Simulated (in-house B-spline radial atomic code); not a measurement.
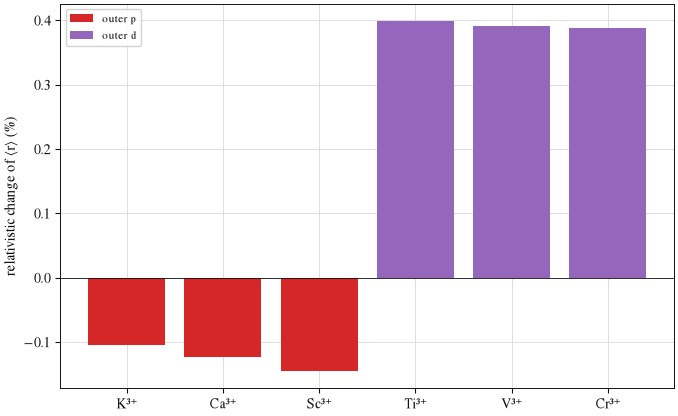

The effect of relativity on the mean radius of the outermost shell, taken as the one with the largest non-relativistic radius (j-weighted means). It refers to K³⁺, Ca³⁺, Sc³⁺, Ti³⁺, V³⁺ and Cr³⁺. The calculation used Hartree–Fock, non-relativistic against Dirac–Coulomb (a B-spline radial code).

Which outermost shell contracts most?

Answer. Sc³⁺ (3p, 1.14 to 1.13 bohr, −0.14 %).

Does any expand?

Answer. Yes, most in Ti³⁺ (3d, 1.25 to 1.25 bohr, 0.40 %): contracted inner s and p shells screen it better.
